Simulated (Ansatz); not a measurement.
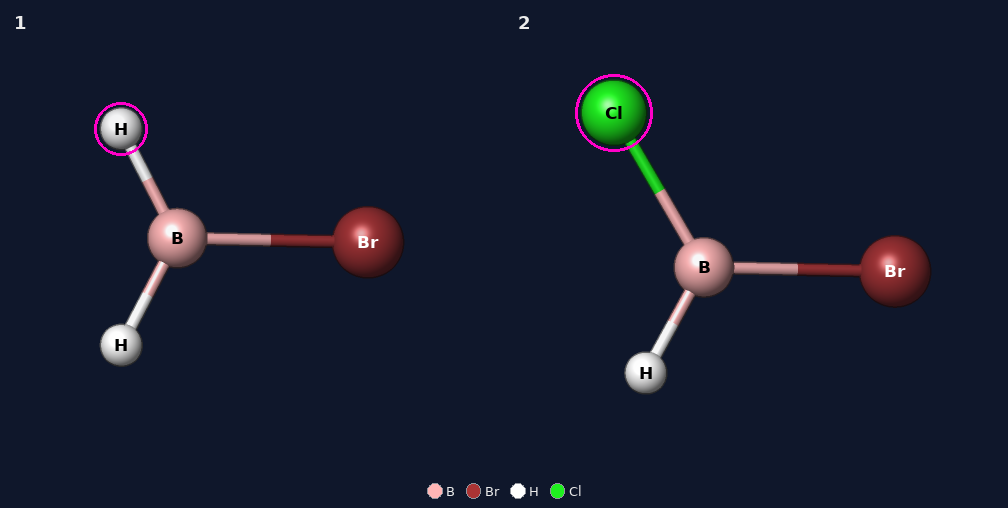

2 molecules with one skeleton, seen from the same side and at one scale; the atom that differs is circled. Charge 0, singlet. Computed geometries: PBE0-D4/def2-TZVP optimisations, one conformation each. Properties computed with Ansatz 0.2.0.

One atom differs, called X below: H in panel 1, Cl in panel 2. Their formulas are BBrH2 (`BBr`), BBrClH (`ClBBr`).

In which is the angle X–B–H larger (PBE0-D4/def2-TZVP)?

In panel 1 (X = H).

In which is the dipole moment larger (ωB97M-V/def2-TZVPP)?

In panel 1 (X = H).

Give the values. With PBE0-D4/def2-TZVP: length of X–B (Å), angle X–B–H (°), harmonic zero-point energy (kJ/mol). With ωB97M-V/def2-TZVPP: dipole moment (D), HOMO energy (Kohn–Sham orbital) (eV), HOMO–LUMO gap (eV), vertical ionisation energy (eV).

```tsv
quantity	1 (H)	2 (Cl)	2 − 1
length of X–B (Å)	1.188	1.730	+0.542
angle X–B–H (°)	124.3	120.0	−4.3
dipole moment (D)	0.58	0.44	−0.14
HOMO energy (Kohn–Sham orbital) (eV)	−10.45	−10.87	−0.42
HOMO–LUMO gap (eV)	10.44	11.04	+0.60
vertical ionisation energy (eV)	10.82	11.12	+0.30
harmonic zero-point energy (kJ/mol)	54.1	37.7	−16.4
```
